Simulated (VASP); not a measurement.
Band structure of NaAu3 (space group I4/mmm). Computed with PBEsol GGA, VASP's PBE PAW potentials (set 64) (plane waves; VASP).

Unless said otherwise, spin-orbit coupling is left out, though it shifts the bands of the heavy elements here.

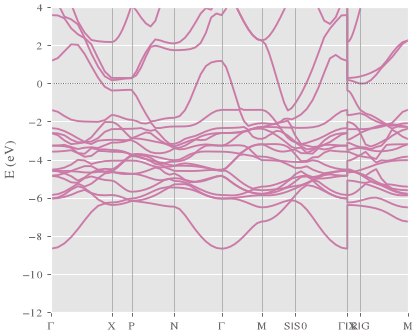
Bands along high-symmetry lines, zero at the valence-band maximum or, without a gap, the Fermi level

Read the plot: is there a gap, and where are the band edges?

It has no gap at this level: it comes out as a metal or semimetal. (Edges off the drawn lines would not show.)

The structure comes from a computed database's NaAu3 entry (I4/mmm); how it stands against other phases isn't given here. It was relaxed first, which changed the volume by -7 %.
